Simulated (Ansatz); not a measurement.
**Geometry relaxation, with input and output: SiNH6 (part 2 of 2)**

The same run, continued: SiNH6, multiplicity 2; UKS PBE0-D4/def2-TZVP (Ansatz 0.2.0). The geometry is a transition state displaced along its imaginary mode. The reaction was set up to form H1–H4 and to break H1–N2 (atoms counted from 1 in the order of the input); sticks are drawn by distance alone.

Geometry of the input (Å):
```
H  0.3498  -1.0040  0.8830
N  0.7303  -0.2725  0.5738
Si -0.1791  0.4967  -0.7435
H  -0.4053  -1.7504  1.3845
H  0.8442  0.4173  1.3415
H  -1.5023  1.0383  -0.3046
H  0.5726  1.6292  -1.3682
H  -0.4103  -0.5546  -1.7664
```

Trajectory as extended XYZ, continued
```
8
Properties=species:S:1:pos:R:3:forces:R:3 step=8 energy=-9458.96788
H     0.4764   -0.8155    1.0466   -0.0189  -0.0186   0.0005
N     0.7452    0.0204    0.5542    0.0590   0.0466   0.0101
Si   -0.1909    0.5798   -0.7732   -0.0302  -0.0361  -0.0282
H    -0.8216   -2.6903    1.5702   -0.0117  -0.0165   0.0040
H     1.1613    0.6874    1.1835    0.0084   0.0000   0.0127
H    -1.5292    1.1493   -0.4331    0.0001   0.0249  -0.0020
H     0.5875    1.6402   -1.4656   -0.0167  -0.0048   0.0088
H    -0.4285   -0.5714   -1.6827    0.0100   0.0045  -0.0060
8
Properties=species:S:1:pos:R:3:forces:R:3 step=9 energy=-9458.96695 accepted=F
H     0.5232   -0.7466    1.1080    0.0545   0.1998  -0.1147
N     0.7840    0.0663    0.5637    0.1524   0.1675   0.3575
Si   -0.1925    0.5675   -0.7613    0.0488   0.0470  -0.0292
H    -0.9388   -2.8215    1.4903   -0.0032  -0.0021  -0.0015
H     1.2184    0.7734    1.1544   -0.2208  -0.3644  -0.2698
H    -1.5233    1.1501   -0.4132   -0.0151  -0.0302   0.0053
H     0.5585    1.6178   -1.5002   -0.0060  -0.0239   0.0143
H    -0.4296   -0.6072   -1.6417   -0.0105   0.0063   0.0380
8
Properties=species:S:1:pos:R:3:forces:R:3 step=10 energy=-9458.96990
H     0.5097   -0.7865    1.0632   -0.0061   0.0064  -0.0252
N     0.7729    0.0419    0.5533   -0.0263  -0.0545  -0.0148
Si   -0.1899    0.5742   -0.7688    0.0134   0.0192  -0.0140
H    -0.8907   -2.7487    1.5465   -0.0065  -0.0075   0.0006
H     1.1789    0.7220    1.1733    0.0363   0.0568   0.0383
H    -1.5259    1.1448   -0.4201   -0.0071  -0.0155   0.0038
H     0.5664    1.6383   -1.4791    0.0000  -0.0074  -0.0022
H    -0.4213   -0.5862   -1.6682   -0.0037   0.0025   0.0134
8
Properties=species:S:1:pos:R:3:forces:R:3 step=11 energy=-9458.97090
H     0.5362   -0.7526    1.0838    0.0063   0.0365  -0.0376
N     0.7961    0.0666    0.5558    0.0048   0.0282   0.0524
Si   -0.1861    0.5743   -0.7638    0.0049  -0.0316   0.0218
H    -0.9570   -2.8071    1.5073   -0.0030  -0.0016  -0.0016
H     1.2057    0.7613    1.1622   -0.0222  -0.0413  -0.0419
H    -1.5270    1.1286   -0.4063    0.0096   0.0132   0.0008
H     0.5545    1.6321   -1.4999   -0.0120  -0.0068   0.0062
H    -0.4224   -0.6033   -1.6391    0.0116   0.0034  -0.0002
8
Properties=species:S:1:pos:R:3:forces:R:3 step=12 energy=-9458.97136
H     0.5582   -0.7313    1.0962    0.0036   0.0097  -0.0164
N     0.8114    0.0822    0.5576   -0.0055   0.0273   0.0187
Si   -0.1857    0.5696   -0.7585    0.0194  -0.0172   0.0183
H    -1.0021   -2.8360    1.4774   -0.0013   0.0012  -0.0024
H     1.2201    0.7858    1.1530   -0.0097  -0.0222  -0.0216
H    -1.5255    1.1215   -0.3936    0.0021   0.0004  -0.0042
H     0.5404    1.6262   -1.5104   -0.0075  -0.0068   0.0037
H    -0.4168   -0.6181   -1.6216   -0.0011   0.0077   0.0040
8
Properties=species:S:1:pos:R:3:forces:R:3 step=13 energy=-9458.97166
H     0.5868   -0.7086    1.1127    0.0049  -0.0017  -0.0013
N     0.8292    0.1002    0.5626   -0.0242   0.0076  -0.0159
Si   -0.1846    0.5619   -0.7498    0.0115  -0.0007   0.0003
H    -1.0509   -2.8547    1.4306   -0.0001   0.0031  -0.0030
H     1.2373    0.8142    1.1445    0.0047  -0.0001   0.0021
H    -1.5255    1.1084   -0.3814   -0.0010  -0.0016   0.0054
H     0.5236    1.6157   -1.5223   -0.0010  -0.0091   0.0044
H    -0.4160   -0.6371   -1.5969    0.0051   0.0026   0.0080
8
Properties=species:S:1:pos:R:3:forces:R:3 step=14 energy=-9458.97207
H     0.6351   -0.6734    1.1400    0.0145   0.0167   0.0012
N     0.8555    0.1291    0.5715   -0.0380  -0.0095  -0.0274
Si   -0.1862    0.5469   -0.7340    0.0377   0.0031   0.0029
H    -1.1264   -2.8643    1.3382    0.0008   0.0045  -0.0030
H     1.2648    0.8604    1.1306    0.0005  -0.0063   0.0074
H    -1.5279    1.0836   -0.3542   -0.0012  -0.0046  -0.0013
H     0.4964    1.5922   -1.5416   -0.0117  -0.0127   0.0090
H    -0.4113   -0.6747   -1.5505   -0.0026   0.0089   0.0113
8
Properties=species:S:1:pos:R:3:forces:R:3 step=15 energy=-9458.97237
H     0.6880   -0.6413    1.1690    0.0186   0.0439  -0.0159
N     0.8833    0.1554    0.5824   -0.0542  -0.0053  -0.0393
Si   -0.1865    0.5272   -0.7164    0.0487   0.0058   0.0293
H    -1.1987   -2.8476    1.2310    0.0016   0.0058  -0.0030
H     1.2909    0.9043    1.1202   -0.0176  -0.0294  -0.0110
H    -1.5305    1.0516   -0.3273    0.0006  -0.0063   0.0046
H     0.4623    1.5677   -1.5595   -0.0089  -0.0364   0.0204
H    -0.4088   -0.7175   -1.4994    0.0112   0.0219   0.0150
8
Properties=species:S:1:pos:R:3:forces:R:3 step=16 energy=-9458.97267
H     0.7039   -0.6349    1.1742    0.0133   0.0319  -0.0118
N     0.8908    0.1611    0.5842   -0.0514   0.0094  -0.0304
Si   -0.1892    0.5217   -0.7095    0.0704  -0.0262   0.0244
H    -1.2148   -2.8254    1.1956    0.0017   0.0059  -0.0029
H     1.2944    0.9142    1.1191   -0.0163  -0.0270  -0.0136
H    -1.5351    1.0369   -0.3145    0.0082   0.0052  -0.0034
H     0.4544    1.5549   -1.5647   -0.0238  -0.0140   0.0248
H    -0.4045   -0.7287   -1.4846   -0.0021   0.0148   0.0130
8
Properties=species:S:1:pos:R:3:forces:R:3 step=17 energy=-9458.97331
H     0.7341   -0.6261    1.1843    0.0056   0.0056  -0.0035
N     0.9046    0.1681    0.5877   -0.0422   0.0085  -0.0202
Si   -0.1920    0.5039   -0.6981    0.0688  -0.0128   0.0396
H    -1.2392   -2.7673    1.1264    0.0013   0.0051  -0.0018
H     1.2969    0.9302    1.1178   -0.0081  -0.0097  -0.0145
H    -1.5381    1.0109   -0.2935    0.0018  -0.0044  -0.0079
H     0.4318    1.5364   -1.5664   -0.0157   0.0004   0.0041
H    -0.3980   -0.7562   -1.4582   -0.0116   0.0074   0.0042
8
Properties=species:S:1:pos:R:3:forces:R:3 step=18 energy=-9458.97380
H     0.7848   -0.6182    1.1992   -0.0013  -0.0024  -0.0130
N     0.9278    0.1760    0.5954   -0.0220   0.0128   0.0032
Si   -0.1920    0.4751   -0.6782   -0.0058  -0.0278   0.0317
H    -1.2764   -2.6495    1.0132   -0.0002   0.0024   0.0011
H     1.3004    0.9518    1.1197    0.0018   0.0019  -0.0156
H    -1.5461    0.9515   -0.2625    0.0108   0.0145   0.0045
H     0.3908    1.5108   -1.5692    0.0022   0.0070   0.0025
H    -0.3893   -0.7976   -1.4176    0.0144  -0.0084  -0.0144
8
Properties=species:S:1:pos:R:3:forces:R:3 step=19 energy=-9458.97400
H     0.7963   -0.6211    1.1998    0.0060   0.0117  -0.0114
N     0.9297    0.1752    0.5963   -0.0188  -0.0125   0.0155
Si   -0.1952    0.4645   -0.6740    0.0262   0.0225  -0.0044
H    -1.2856   -2.6151    0.9990   -0.0007   0.0017   0.0017
H     1.2998    0.9543    1.1174   -0.0015  -0.0051  -0.0113
H    -1.5486    0.9391   -0.2541   -0.0013  -0.0220  -0.0021
H     0.3780    1.5096   -1.5617    0.0015  -0.0015   0.0030
H    -0.3744   -0.8065   -1.4226   -0.0115   0.0052   0.0090
8
Properties=species:S:1:pos:R:3:forces:R:3 step=20 energy=-9458.97422
H     0.7972   -0.6262    1.1948    0.0050   0.0015   0.0003
N     0.9286    0.1727    0.5950   -0.0105  -0.0044   0.0024
Si   -0.1942    0.4643   -0.6761    0.0173   0.0060   0.0039
H    -1.2871   -2.6004    1.0083   -0.0010   0.0016   0.0015
H     1.2981    0.9506    1.1179    0.0022  -0.0015  -0.0034
H    -1.5513    0.9258   -0.2548   -0.0046  -0.0067  -0.0048
H     0.3774    1.5173   -1.5553   -0.0049  -0.0031   0.0007
H    -0.3687   -0.8043   -1.4297   -0.0035   0.0067  -0.0006
8
Properties=species:S:1:pos:R:3:forces:R:3 step=21 energy=-9458.97457
H     0.8097   -0.6404    1.1842    0.0060   0.0014   0.0099
N     0.9297    0.1665    0.5934   -0.0026   0.0004  -0.0120
Si   -0.1924    0.4583   -0.6771   -0.0118  -0.0094  -0.0049
H    -1.3004   -2.5460    1.0235   -0.0017   0.0010   0.0013
H     1.2958    0.9432    1.1199    0.0042  -0.0018   0.0092
H    -1.5613    0.8842   -0.2553    0.0056   0.0062  -0.0027
H     0.3642    1.5348   -1.5373   -0.0068  -0.0026   0.0040
H    -0.3454   -0.8008   -1.4512    0.0071   0.0049  -0.0049
8
Properties=species:S:1:pos:R:3:forces:R:3 step=22 energy=-9458.97490
H     0.8394   -0.6632    1.1663    0.0092   0.0202   0.0072
N     0.9348    0.1575    0.5899    0.0119  -0.0093  -0.0090
Si   -0.1902    0.4432   -0.6779   -0.0405  -0.0056  -0.0258
H    -1.3336   -2.4441    1.0419   -0.0028  -0.0002   0.0012
H     1.2907    0.9341    1.1232    0.0008  -0.0106   0.0174
H    -1.5765    0.8085   -0.2514    0.0261   0.0055  -0.0104
H     0.3339    1.5635   -1.5043   -0.0163  -0.0245   0.0157
H    -0.2984   -0.7995   -1.4877    0.0115   0.0244   0.0037
8
Properties=species:S:1:pos:R:3:forces:R:3 step=23 energy=-9458.97519
H     0.8592   -0.6683    1.1603    0.0055  -0.0004   0.0173
N     0.9414    0.1564    0.5885    0.0103   0.0032  -0.0201
Si   -0.1898    0.4342   -0.6757   -0.0275  -0.0015  -0.0198
H    -1.3566   -2.3998    1.0378   -0.0029  -0.0005   0.0013
H     1.2880    0.9344    1.1255    0.0017  -0.0037   0.0173
H    -1.5806    0.7755   -0.2459    0.0171   0.0021  -0.0061
H     0.3158    1.5687   -1.4929   -0.0092  -0.0101   0.0082
H    -0.2774   -0.8013   -1.4976    0.0050   0.0108   0.0020
8
Properties=species:S:1:pos:R:3:forces:R:3 step=24 energy=-9458.97553
H     0.9036   -0.6805    1.1456    0.0033   0.0513  -0.0277
N     0.9571    0.1552    0.5837    0.0115  -0.0241   0.0318
Si   -0.1869    0.4164   -0.6734   -0.0085   0.0093  -0.0106
H    -1.4113   -2.3113    1.0361   -0.0027  -0.0016   0.0016
H     1.2804    0.9361    1.1325   -0.0124  -0.0261  -0.0075
H    -1.5871    0.7039   -0.2358    0.0114  -0.0063  -0.0031
H     0.2762    1.5847   -1.4681   -0.0033  -0.0157   0.0075
H    -0.2321   -0.8046   -1.5204    0.0006   0.0131   0.0080
8
Properties=species:S:1:pos:R:3:forces:R:3 step=25 energy=-9458.97569
H     0.9215   -0.6830    1.1362   -0.0019  -0.0130   0.0068
N     0.9645    0.1557    0.5807   -0.0003   0.0104  -0.0161
Si   -0.1849    0.4119   -0.6729   -0.0009  -0.0012  -0.0077
H    -1.4360   -2.2843    1.0401   -0.0021  -0.0019   0.0017
H     1.2748    0.9359    1.1368    0.0006   0.0058   0.0069
H    -1.5883    0.6765   -0.2318    0.0098  -0.0004  -0.0020
H     0.2631    1.5901   -1.4603   -0.0042  -0.0042   0.0055
H    -0.2147   -0.8028   -1.5288   -0.0010   0.0046   0.0049
8
Properties=species:S:1:pos:R:3:forces:R:3 step=26 energy=-9458.97577
H     0.9314   -0.6854    1.1285   -0.0011  -0.0094   0.0033
N     0.9691    0.1571    0.5779    0.0045   0.0088  -0.0060
Si   -0.1822    0.4105   -0.6746    0.0000   0.0005   0.0114
H    -1.4519   -2.2779    1.0484   -0.0015  -0.0017   0.0015
H     1.2688    0.9367    1.1408   -0.0004   0.0005   0.0015
H    -1.5856    0.6653   -0.2313   -0.0088   0.0008   0.0019
H     0.2562    1.5950   -1.4563    0.0045   0.0052  -0.0080
H    -0.2058   -0.8014   -1.5333    0.0026  -0.0047  -0.0055
8
Properties=species:S:1:pos:R:3:forces:R:3 step=27 energy=-9458.97583
H     0.9432   -0.6894    1.1177   -0.0002   0.0107  -0.0094
N     0.9737    0.1589    0.5747    0.0055   0.0014   0.0188
Si   -0.1799    0.4110   -0.6761    0.0073  -0.0031   0.0018
H    -1.4706   -2.2746    1.0633   -0.0007  -0.0012   0.0011
H     1.2614    0.9366    1.1471   -0.0029  -0.0112  -0.0066
H    -1.5849    0.6539   -0.2316   -0.0096   0.0026   0.0022
H     0.2508    1.6004   -1.4545    0.0016   0.0097  -0.0039
H    -0.1937   -0.7968   -1.5405   -0.0010  -0.0090  -0.0040
8
Properties=species:S:1:pos:R:3:forces:R:3 step=28 energy=-9458.97587
H     0.9529   -0.6930    1.1064    0.0006   0.0050  -0.0052
N     0.9777    0.1606    0.5716    0.0012   0.0066   0.0135
Si   -0.1765    0.4122   -0.6790   -0.0066   0.0026  -0.0044
H    -1.4870   -2.2769    1.0809    0.0000  -0.0006   0.0006
H     1.2535    0.9356    1.1536   -0.0011  -0.0109  -0.0072
H    -1.5837    0.6471   -0.2341    0.0043  -0.0019  -0.0016
H     0.2470    1.6085   -1.4526    0.0002  -0.0071   0.0016
H    -0.1839   -0.7942   -1.5469    0.0012   0.0063   0.0028
8
Properties=species:S:1:pos:R:3:forces:R:3 step=29 energy=-9458.97589
H     0.9494   -0.6929    1.1061    0.0011   0.0024  -0.0016
N     0.9759    0.1608    0.5719   -0.0027   0.0036   0.0044
Si   -0.1768    0.4145   -0.6796   -0.0004  -0.0001  -0.0020
H    -1.4828   -2.2865    1.0847    0.0000  -0.0004   0.0005
H     1.2534    0.9351    1.1538    0.0011  -0.0051  -0.0015
H    -1.5835    0.6537   -0.2360    0.0011  -0.0001  -0.0004
H     0.2511    1.6077   -1.4550   -0.0003  -0.0010   0.0005
H    -0.1868   -0.7926   -1.5459    0.0000   0.0007   0.0001
8
Properties=species:S:1:pos:R:3:forces:R:3 step=30 energy=-9458.97590
H     0.9456   -0.6932    1.1052    0.0013  -0.0005   0.0019
N     0.9738    0.1611    0.5722   -0.0050   0.0023  -0.0040
Si   -0.1768    0.4173   -0.6808    0.0026  -0.0015   0.0003
H    -1.4786   -2.2978    1.0909    0.0000  -0.0001   0.0002
H     1.2531    0.9341    1.1545    0.0018  -0.0011   0.0016
H    -1.5831    0.6612   -0.2389   -0.0005   0.0002   0.0002
H     0.2555    1.6080   -1.4574   -0.0001   0.0011   0.0001
H    -0.1895   -0.7908   -1.5457   -0.0001  -0.0005  -0.0002
```

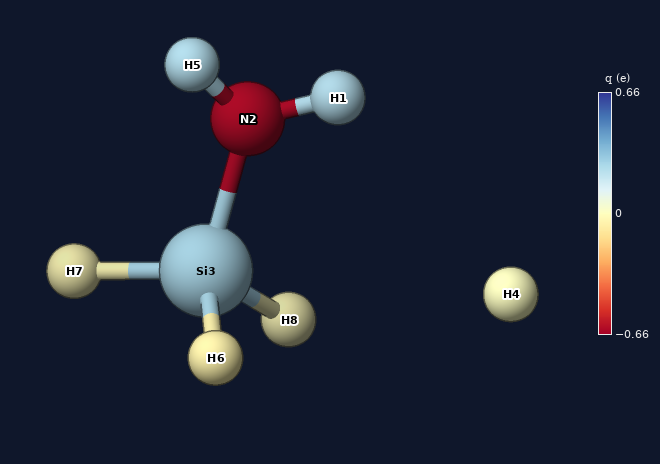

Figure 1. Mulliken charges, as the colour of each atom (ball-and-stick view, seen at a tilt; atoms are numbered from 1 in the order of the input). By element: H −0.05 to +0.24, N −0.63 and Si +0.26 e.
